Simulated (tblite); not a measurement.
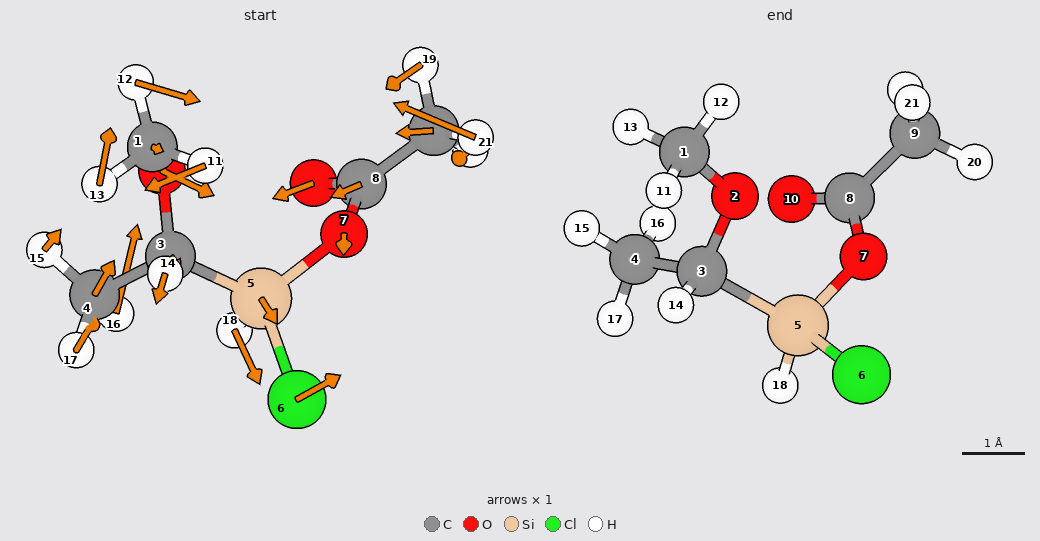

The structure of C5H11ClO3Si before (left) and after (right) a relaxation, at one scale. The orange arrows give the displacements, at their true length.

Style: ball-and-stick. Shown at a tilt.

Theory: GFN2-xTB geometry optimisation, gas phase in tblite. 

Summarise the run.

The largest move after the best rigid fit is that of H16, 1.53 Å. By element the largest moves are H 1.53 Å, O 1.11 Å, Cl 0.99 Å, C 0.75 Å, Si 0.55 Å. Among the contacts that change: Si5–Cl6 2.098 → 1.995 Å, C3–Si5 1.827 → 1.920 Å, C8–O10 1.278 → 1.198 Å, Si5–O7 1.720 → 1.647 Å. Bond angles that change, for instance: O2–C3–Si5 116.3° → 101.6°, O7–C8–C9 122.3° → 111.7°, C1–O2–C3 105.0° → 115.3°. Groups turn about C8–C9 by about 65°, C3–Si5 by about 55°, O2–C3 by about 40°. Over 250 geometry steps the energy falls by 143.9 kJ/mol. The run took 2.4 s on 1 thread of Arm Neoverse V2, on a shared host.
